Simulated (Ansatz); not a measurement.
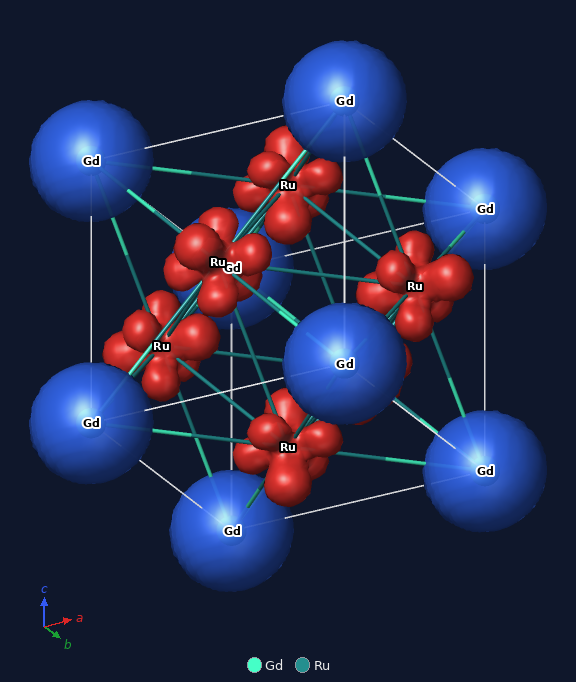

Figure 1: GdRu$_{3}$. Isosurfaces of the magnetisation density (up minus down) at +0.3 (blue) and −0.3 e/Å³ (red), seen at an oblique angle. Sticks mark near contacts.

Space group Pm-3m; started from the AuCu3 prototype, which need not be the ambient phase; computed pressure about −2 GPa in this cell; spin-polarised.

These are results of Ansatz 0.2.0, DFT HSE06, scalar-relativistic, plane waves, PAW, not measurements.

In a PAW calculation such maps are meaningful between the atoms, not at the nuclei.

Which atoms carry the moments, and with what signs?

The spin density sits on Gd: +7.1 μB in one cell of 4 atoms, with smaller moments on other sites: Ru (up to −0.94 μB): parallel moments on the main sites in this solution. The cell of the calculation (4 atoms) carries 4.4 μB of net spin moment.
